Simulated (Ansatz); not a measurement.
System: C3H6 (SMILES [CH2-][CH]C) (charge −1, doublet).

```xyz
9

C    -0.2615   -0.9742   -0.4859
C    -0.7587    0.2374   -1.0400
C     0.1190    1.4490   -1.1062
H     0.7645   -1.2907   -0.7267
H    -0.9551   -1.8094   -0.3218
H    -1.8177    0.4601   -0.8393
H     1.0699    1.2379   -1.6275
H    -0.3596    2.2860   -1.6438
H     0.4309    1.8439   -0.0889
```

Geometry: PBE0-D3(BJ)/def2-SVPD; the highest occupied orbital lies above zero, a sign that basis and functional describe the outermost electron poorly.

Level of theory: isolated molecule in a Gaussian basis; Kohn-Sham density functional theory, functional PBE0 (Ansatz).

> What can the converged electron density, electron localisation function and spin density tell about the bonding?

C–C (1.42 Å): ρ is about 2 e/Å³ halfway; the ELF peaks at about 0.95 between the atoms, as expected for localised, covalent bonding.
C–H (1.10 Å): ρ is about 1.9 e/Å³ halfway; the ELF climbs to about 1 towards the hydrogen, as it does in any bond to H; a covalent bond by its length.
C–C (1.50 Å): the density is about 1.7 e/Å³ at the midpoint; the ELF peaks at about 0.95 between the atoms; localised, covalent bonding.
The unpaired spin (1 electron) lies mostly on C2 (about 0.3), C1 (about 0.3), H9 (about 0.2) and C3 (about 0.1), in electrons by Hirshfeld's partition.

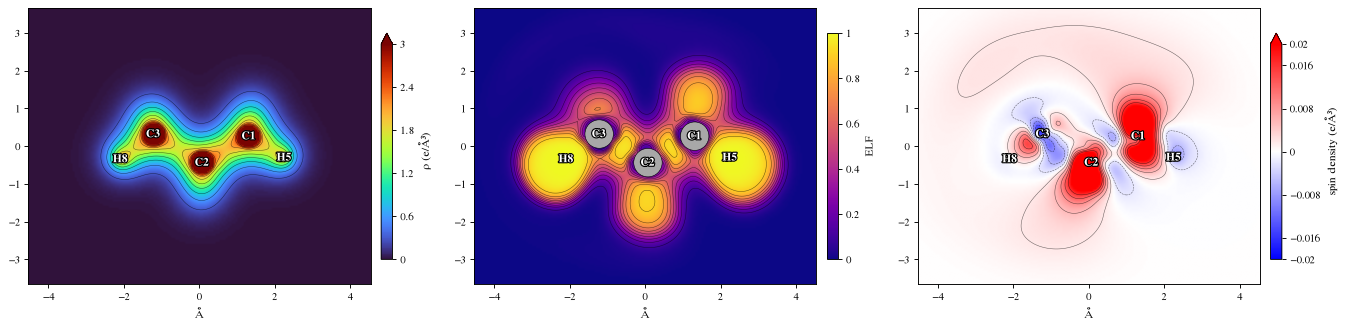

Computed electron density, electron localisation function and spin density on the plane of atoms C1, C2 and C3, in this order. Grey discs cover the atomic cores in the ELF map. 
